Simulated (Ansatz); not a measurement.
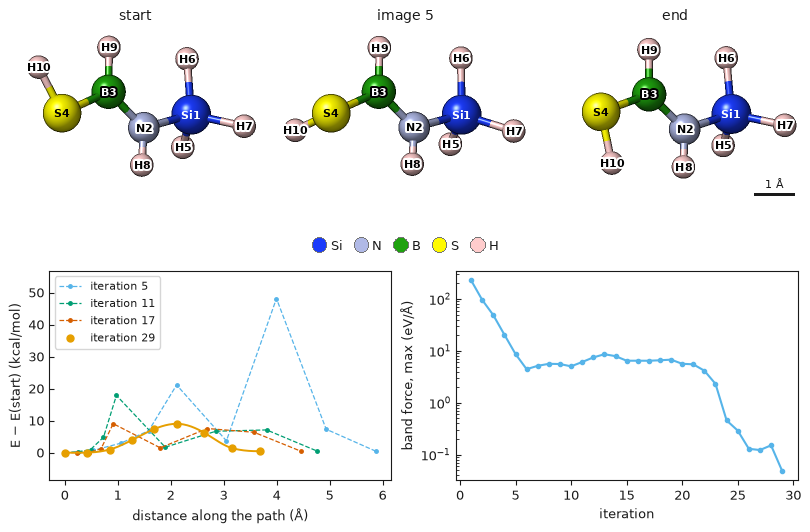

A nudged-elastic-band calculation for BSiNH$_{6}$S. Images are numbered from 0 (start) to 8 (end). The plot follows the band through its iterations. The picture is a ball-and-stick view, seen from a free direction.

These are results of Ansatz, RKS BHLYP-D4/6-31G*, not measurements. Settings: 7 movable images; climbing image; force threshold 0.05 eV/Å; iteration limit 60; spring constant 20.0 eV/Å²; starting path through a guess of the saddle point.

Q: Did the band converge, and can the barrier be trusted?

A: The run is converged, with reservations. The band converged in 29 iterations. The largest component of the band force went from 230 to 0.049 eV/Å. The climbing image converged on the top of the path. Its curvatures weren't checked. The first iteration put the highest image at 1293.8 kcal/mol. Forward barrier 9.0 kcal/mol, backward barrier 8.6 kcal/mol, with image 5 at the top; the reaction energy is +0.5 kcal/mol.

The run took 8.2 min on 1 thread of AMD EPYC 9R14 (Zen 4), with other jobs on the host, peak memory 0.18 GiB.
